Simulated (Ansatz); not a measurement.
Electronic density of states of amorphous B₁₂Sb₁₂Se₃₆, density 4.94 g/cm³, on a 2×2×2 Γ-centred mesh with a Gaussian width of 0.1 eV; energies count from the Fermi level, whose place inside the gap is arbitrary. Cell and mesh are small, so fine structure isn't converged. These are PBE-D3(BJ), scalar-relativistic without spin-orbit coupling, PAW (Ansatz default set, large-core Se) (plane waves to 420 eV; Ansatz, a quantum-chemistry and plane-wave program) values and carry that method's errors. Sampling: a 2×2×2 Γ-centred mesh; Fermi-Dirac width 0.05 eV; no spin polarisation.

The cell was made by melting and quenching with the CHGNet potential and then relaxed with DFT. The hot cell started wider than the set density and was brought back towards it in steps. It is the lowest in DFT energy of 3 quenches. It is a model cell: composition and starting density were chosen by hand, and all elements were melted together. The geometry includes D3(BJ) dispersion. Its density started from a set value of 4.65 and ended at 4.94 g/cm³. The simulated quench (nominally 150 K/ps over its main leg) is rapid and tends to freeze in more defects than a deposited or slowly cooled glass has. A cell of this size samples the disorder only roughly. Volume and shape were free in the relaxation. On a 2×2×2 Γ-centred mesh force components of up to 0.12 eV/Å stay, since the relaxation ran on one k-point at (1/4, 1/4, 1/4).

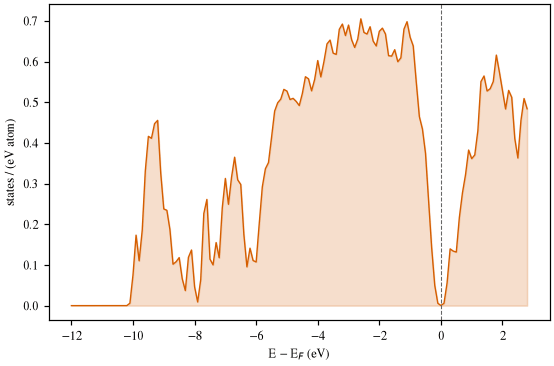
Density of states per atom

The gap on this mesh is 0.50 eV; the broadening fills part of it in the curve.
